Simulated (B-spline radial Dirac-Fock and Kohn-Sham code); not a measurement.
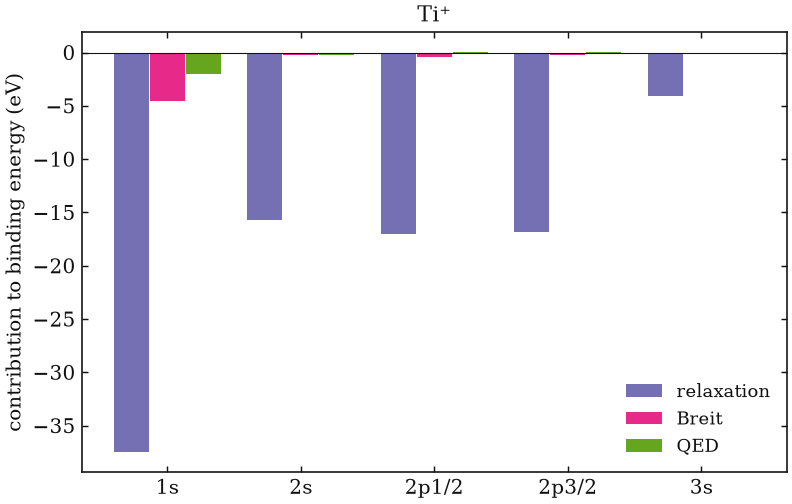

Bars give the relaxation, Breit and QED contributions (eV) to the binding energies of the deepest subshells, counted from the Koopmans value. Species: titanium in charge state +1 (Ti⁺) ([Ar] 3d3), which is not the ground configuration. Method: Dirac–Fock ΔSCF (average of configuration, Fermi nucleus, Breit and QED terms, no correlation) (computed with a B-spline radial code). Open shells are averaged over j.

Q: Which correction is largest for 1s?

A: Relaxation, −37.5 eV.
